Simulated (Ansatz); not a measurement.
The parent structure is C in the diamond structure (space group Fd-3m, No. 227; a = 3.5603 Å). Axes: x, y, z lie along the cube axes.

Now apply this change: biaxial strain +0.21 %, plane normal [110], relaxed out of plane (Cartesian); in-plane vectors clamped, the third vector and the atoms free.

The values are results of r2SCAN, PAW, 500 eV (Ansatz, a first-principles code; without spin-orbit coupling), earlier PAW set, not measurements.

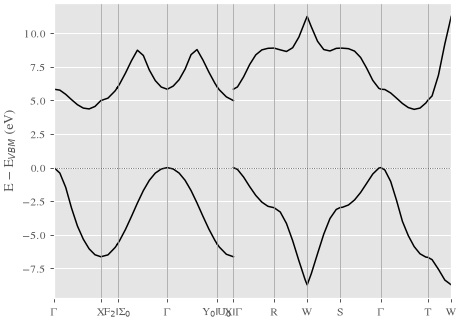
Figure. Highest valence and lowest conduction band along the path of the changed cell's own zone

Question: Read the changed gap and its character from the plot.

Answer: About 4.3 eV, indirect, Γ → Γ–T (71 % along).

A biaxial case was relaxed in a doubled cell and then solved in the primitive one. Whether these cells are dynamically stable was not tested. Labels are those of the standard path for the cell's own space group.
